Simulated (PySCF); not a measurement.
```xyz
9
charge 0, multiplicity 1
F     1.7490   -0.1509    0.8480
C     0.8501   -0.1806   -0.1217
F     1.3684   -0.5121   -1.2929
C    -0.2871    0.8231   -0.0905
F    -0.3392    1.6904    0.9071
F    -0.7153    1.3294   -1.2351
C    -0.5589   -0.6408    0.2047
F    -1.2146   -1.3579   -0.6930
F    -0.8389   -0.9946    1.4482
```

What structure does this define?

It has 9 atoms: 3 carbon and 6 fluorine (C₃F₆). As SMILES it reads `FC1(F)C(F)(F)C1(F)F`. Independent rings (smallest set): 1 of 3 members. Among its groups: C–F bond. This geometry has D3h symmetry.

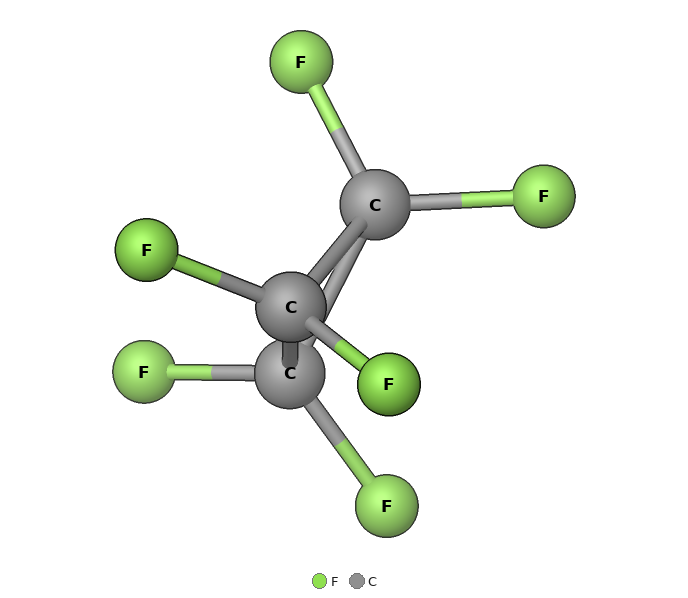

Simulated data, not a measurement (program: PySCF).
